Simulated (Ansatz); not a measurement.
Take CsPbCl₃ in the cubic perovskite structure (space group Pm-3m, No. 221; a = 5.5209 Å) as the base.

Modification: a hydrostatic pressure of 7.5 GPa.

Level of theory: Kohn–Sham DFT with the LDA functional, run in Ansatz (a program for electronic structure) with PAW and 420 eV plane waves, no spin-orbit coupling.

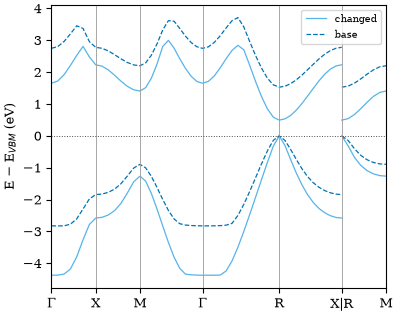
Highest valence and lowest conduction band along the path, each from its own valence-band maximum

The gap is 0.49 eV, direct at R; the base has 1.53 eV.

Spin-orbit coupling, missing from the scalar runs, can matter with Pb. Load acts through the strain it causes; cell and atoms are relaxed under it. No phonon test of stability was made. Competing high-pressure phases were not computed. Many cubic perovskites are stable only at high temperature; tilts and polar distortions were not tested. This is not the structure that CsPbCl3 has at room temperature and ambient pressure.
